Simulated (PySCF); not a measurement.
Consider Al2 (triplet).

```xyz
2

Al    0.0000    0.0000   -1.3685
Al    0.0000    0.0000    1.3685
```

Method: PySCF 2.14.0, PBE0/def2-TZVP, non-relativistic Hamiltonian with scalar-relativistic core potentials where named, at a bond length of 2.737 Å.

What can the converged electron density, electron localisation function and spin density tell about the bonding?

Al–Al (2.74 Å): ρ at the midpoint is about 0.28 e/Å³; the ELF peaks at about 0.90 between the atoms; localised, covalent bonding.
The unpaired spin (2 electrons) lies mostly on Al1 (about 1.0) and Al2 (about 1.0), in electrons by Hirshfeld's partition.

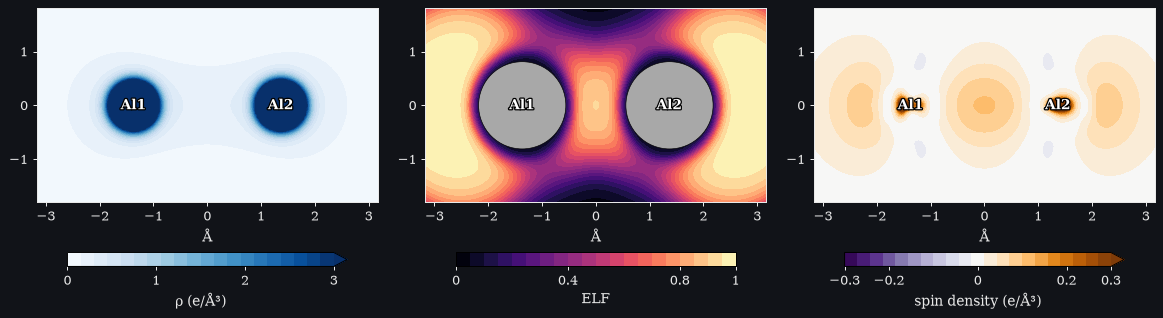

Computed electron density, electron localisation function and spin density on a plane that holds the molecular axis, in this order. Grey discs cover the atomic cores in the ELF map. 
